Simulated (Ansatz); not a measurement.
# ScGe4: the cost of one run

Computed with Ansatz 0.2.0 (DFT PBE, scalar-relativistic, plane waves, PAW, unless a step's input says otherwise).

## 1. The system as given

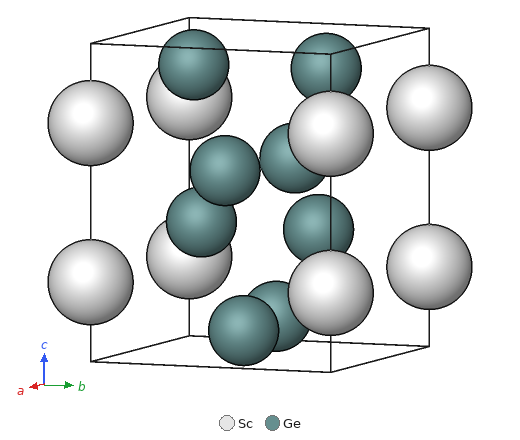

Start, viewed slightly off an axis; scandium white, germanium teal. Atoms on the faces are drawn again on the opposite ones.

As a file:

```
Sc Ge
1.0
     5.16178    0.00000    0.00000
     0.00000    5.16178    0.00000
     0.00000    0.00000    6.36379
Sc Ge
2 8
Direct
  0.00000 0.00000 0.25000
  0.00000 0.00000 0.75000
  0.46127 0.75983 0.90354
  0.53873 0.75983 0.40354
  0.75983 0.53873 0.09646
  0.24017 0.46127 0.09646
  0.75983 0.46127 0.59646
  0.46127 0.24017 0.40354
  0.24017 0.53873 0.59646
  0.53873 0.24017 0.90354
```

Recipe of the guess: 4-connected net of one element, guests in its cages (P-4c2, No. 116). Its size is a rough estimate.

## 2. A first look at the guess

The input, input.yaml:

```yaml
crystal:
  lattice:
    - [5.16178364, 0.0, 0.0]
    - [0.0, 5.16178364, 0.0]
    - [0.0, 0.0, 6.36378789]
  atoms:
    - { symbol: Sc, position: [0.0, 0.0, 0.25] }
    - { symbol: Sc, position: [0.0, 0.0, 0.75] }
    - { symbol: Ge, position: [0.461272, 0.75983202, 0.90354] }
    - { symbol: Ge, position: [0.538728, 0.75983202, 0.40354] }
    - { symbol: Ge, position: [0.75983202, 0.538728, 0.09646] }
    - { symbol: Ge, position: [0.24016798, 0.461272, 0.09646] }
    - { symbol: Ge, position: [0.75983202, 0.461272, 0.59646] }
    - { symbol: Ge, position: [0.461272, 0.24016798, 0.40354] }
    - { symbol: Ge, position: [0.24016798, 0.538728, 0.59646] }
    - { symbol: Ge, position: [0.538728, 0.24016798, 0.90354] }
basis:
  ecutwfc: 420
kpoints:
  mp_grid: { grid: [4, 4, 4] }
hamiltonian:
  xc: pbe
scf:
  occupations: { method: gaussian, width: 0.1 }
  lower_state_search: "off"
output:
  forces: true
  stress: true
  eigenvalues: true
```

Run with:

```
ansatz run input.yaml --threads 1 --pin off --max-ram 2560MiB --backend cpu --events-out ev --progress --plain --runs-dir out
```

Q: Estimate wall time and peak memory on 1 thread of Arm Neoverse V1, shared host.

About 23 s, with a peak of 0.47 GiB.
